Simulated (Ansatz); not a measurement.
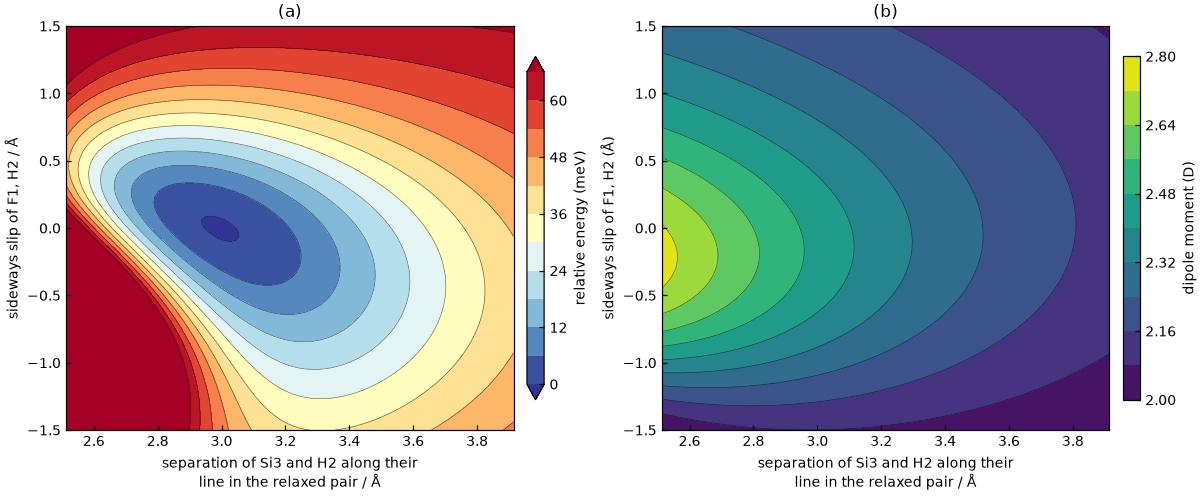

The pair FH···H₄Si. 
- First axis: separation of Si3 and H2 along their line in the relaxed pair. Second axis: sideways slip of F1, H2.
- Nothing is relaxed (both partners rigid).
- The grid has 15 × 15 points.
- Points are written as (first, second).
- Energies: meV, counted from the lowest grid point.
- All numbers below come from RKS BHLYP-D4/def2-TZVPD in Ansatz.

Panel (a) is the energy; panel (b) is the computed dipole moment, in D.

The picture shows filled contours, one colour for all values above the top of the scale. Between grid points the surface is interpolated.

Question: How does the dipole moment vary over the map, and what is it at the lowest grid point?

Answer: Leaving out the highest fifth of the energies, it runs from 2.01 D at (3.914 Å, −1.500 Å) to 2.67 D at (2.606 Å, 0.000 Å). At the lowest grid point, (3.045 Å, 0.000 Å), it is 2.43 D.
